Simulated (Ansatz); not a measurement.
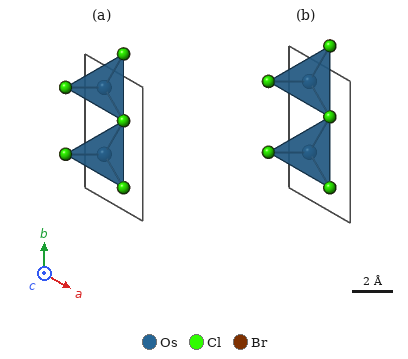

The structure of a slab of composition OsBrCl before (left) and after (right) a relaxation, at one scale.

The picture is a polyhedral view of the 1 × 2 repeat of the cell, outlined in the plane, without the vacuum, seen along the c axis.

Level of theory: DFT, PBE, plane waves, PAW in Ansatz 0.2.0.

The input:
```yaml
crystal:
  lattice:
    - [3.36001614, 0.0, 0.0]
    - [-1.68000807, 2.9098593344, 0.0]
    - [0.0, 0.0, 18.0]
  atoms:
    - { symbol: Os, position: [0.3333333333, 0.6666666667, 0.5] }
    - { symbol: Cl, position: [0.6666666667, 0.3333333333, 0.5911290467] }
    - { symbol: Br, position: [0.6666666667, 0.3333333333, 0.4088709533] }
  periodic: [true, true, false]
kpoints:
  mp_grid: { grid: [12, 12, 1] }
hamiltonian:
  xc: pbe
scf:
  occupations: { method: fermi_dirac, width: 0.02 }
relax:
  f_tol: 0.005
  cell: {}
```

Command:
```bash
ansatz run input.yaml --threads 4 --pin off --max-ram 5529MiB --backend cpu --events-out ev --progress --plain --runs-dir out
```

Summarise the run.

Over 10 accepted moves (11 points after the start) the energy falls by 0.486 eV per cell of the calculation. Largest force component: 0.34 eV/Å at the start, 0.0014 eV/Å at the end. At 1 point the geometry stayed and the basis and grid were re-selected for the new cell (energy shift of 1.4 meV per cell of the calculation at most each time). Os1 moves most relative to the cell and the layer's centre: 0.21 Å along the normal (−c). Largest moves by element: Os 0.21 Å, Br 0.20 Å, Cl 0.01 Å. In the plane the drawn cell goes a 3.360 → 3.561 Å (+6.0 %), b 6.720 → 7.122 Å (+6.0 %). Some distances before and after: Os1–Cl2 2.540 → 2.770 Å, Os1–Br3 2.540 → 2.398 Å. Among the angles between lasting bonds that change: Os1–Br3–Os1 82.8° → 95.9°, Br3–Os1–Br3 82.8° → 95.9°, Cl2–Os1–Br3 80.4° → 73.0°. The program noted that it reset the height of the cell. Cost: 27 s on 4 threads of Arm Neoverse V2 (shared host), peak memory 0.59 GiB.
